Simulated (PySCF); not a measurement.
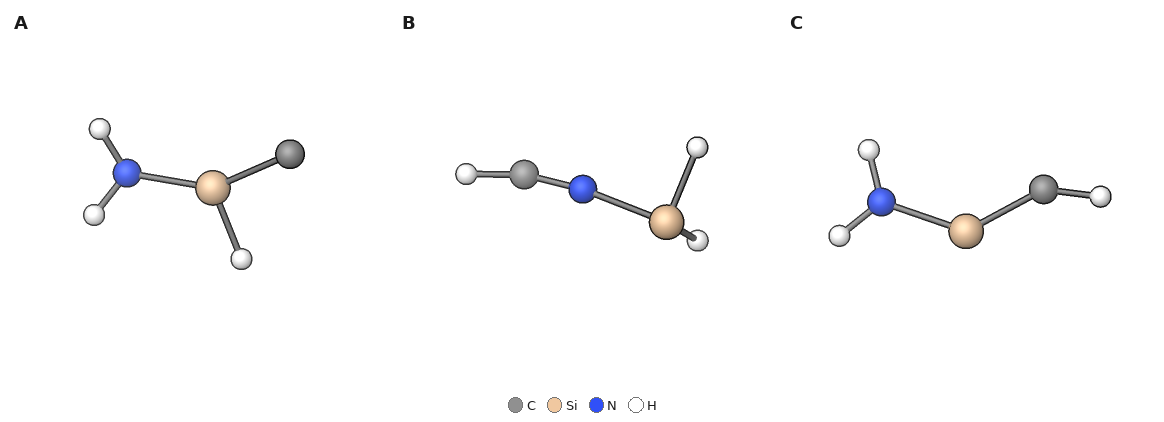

3 stationary structures of one formula. Geometries: PBE-D4/def2-SVP. Electronic energies: PBE-D4/def2-SVP (PySCF 2.14.0), without zero-point energy. No frequency run is at hand to confirm each as a minimum.

### Which is lowest in energy, and by how much?

B is lowest (Cs); C lies 27.6 kcal/mol above it (Cs), A lies 79.2 kcal/mol above it (C1).
